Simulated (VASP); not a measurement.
Band structure of Cd (space group P6_3/mmc). Level of theory: SCAN meta-GGA, VASP's PBE PAW potentials (set 64) (plane waves; VASP).

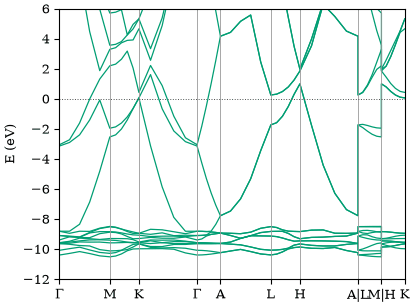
Figure: Bands along high-symmetry lines, zero at the valence-band maximum or, without a gap, the Fermi level

Q: Read the plot: is there a gap, and where are the band edges?

A: It has no gap at this level: it comes out as a metal or semimetal.

The structure comes from a measured Cd entry (P6_3/mmc) of the Crystallography Open Database, whose conditions weren't checked. It was relaxed first.
